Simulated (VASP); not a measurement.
Band structure of RuAl (CsCl type). All values below come from rev-vdW-DF2, VASP's PBE PAW potentials (set 64) (plane waves; VASP).

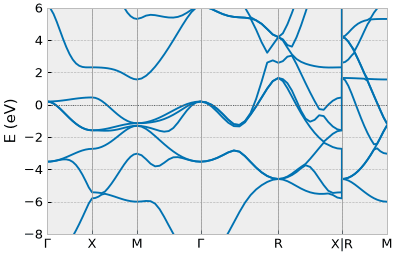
Fig. 1. Bands along high-symmetry lines, zero at the valence-band maximum or, without a gap, the Fermi level

Problem. Read the plot: is there a gap, and where are the band edges?

Solution. It has no gap at this level: it comes out as a metal or semimetal. (Edges off the drawn lines would not show.)

The compound is RuAl in the CsCl type structure. It was relaxed first. The electron count is odd and the run is not spin-polarised, which forces a metal.
